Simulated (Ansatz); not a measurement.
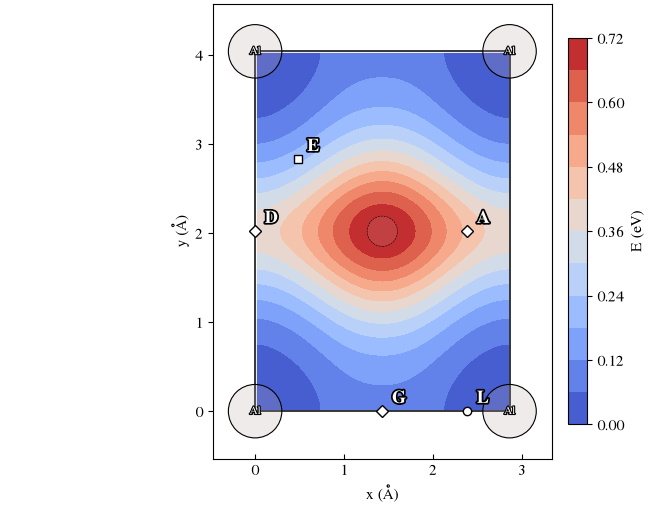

Cl on an Al(110) slab cut from the Fm-3m phase, its upper half relaxed before the scan (16 atoms of substrate and one adsorbate in a 2 × 2 cell). Cl is moved over the surface cell; relaxed at each place: the height of the adsorbate's atoms; substrate rigid; the origin of the map has the adsorbate above Al13. Places are given modulo a cell vector. The map is drawn in real space over the plane of the surface. The scan uses a 6 × 10 grid; 24 points were computed and 36 follow by symmetry. Places are given in fractions of the 1 × 1 surface cell. All energies are given in eV relative to the lowest grid point. Theory: DFT PBE, scalar-relativistic, plane waves, PAW in Ansatz. Settings: cutoff 420 eV, k-mesh 5×4×1, gaussian smearing 0.1 eV, no spin polarisation.

In the figure: filled contours, labelled circles for the atoms of the top layer and small ones for the second layer, the outline of one cell of the plane, lettered points. Between grid points the surface is interpolated.

Is E the lowest point of the computed grid?

No. E lies 0.217 eV above the lowest grid point, which is at the top site over a surface Al atom, (0/6, 0/10) of the cell vectors.

What kind of point is each of D, E, G, L: minimum, saddle, maximum or slope?

D: saddle point; E: on a slope; G: saddle point; L: on a slope. (In these two coordinates alone; a stationary point may lie a little off the grid point.)

PAW datasets: the set soft_1.
